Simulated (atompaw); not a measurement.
Input of atompaw 4.2.0.5:

```
Zn 30
GGA-PBE scalarrelativistic loggrid 1500 logderivrange -13 5 451
4 4 3 0 0 0
4 0 0
4 1 0
0 0 0
c
c
v
v
c
v
v
v
2
1.50 1.20 1.50 1.00
n
n
y
-1.95
n
custom polynom gramschmidtortho besselshape
bessel
1.00
1.50
0.85
1.35
0.85
0.85
```

Command:
```bash
atompaw < Zn.input > Zn.log
```

Functional and relativity: PBE, scalar-relativistic.

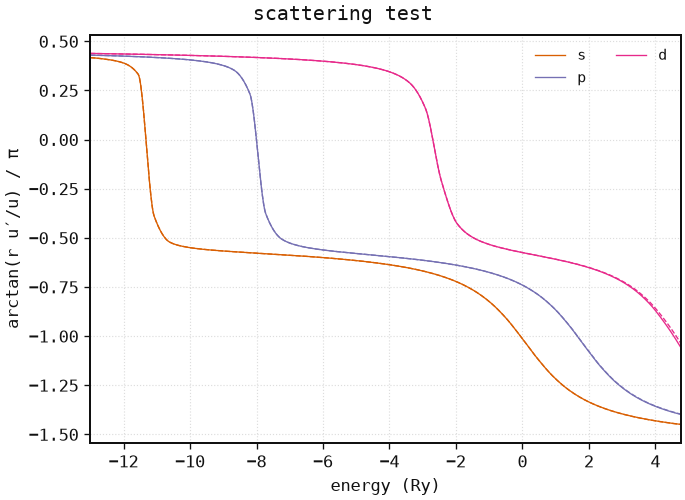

Unwrapped phase arctan(r u′/u) in units of π against energy, all-electron (solid) and pseudo (dashed); the pseudo phase is matched to the all-electron one at the reference energy. Here u = r R(r). A near-vertical step is a level narrower than the spacing of the points behind the curves.

### How far from the reference energy is each channel transferable, at a tolerance of 0.05 rad?

s: over the whole range drawn; p: over the whole range drawn; d: up to about 4.3 Ry.

### Does the potential have spurious states?

The plot shows none: the two phases stay within 0.07 rad of each other in all channels drawn. The separate test gives: no ghost state below the valence levels in the s, p, d, f channels.

### Counted from its reference energy, which channel leaves the all-electron phase first?

The d channel: its phase error passes 0.05 rad 6.6 Ry above its reference energy, while s stays within 0.05 rad to the top of the range.
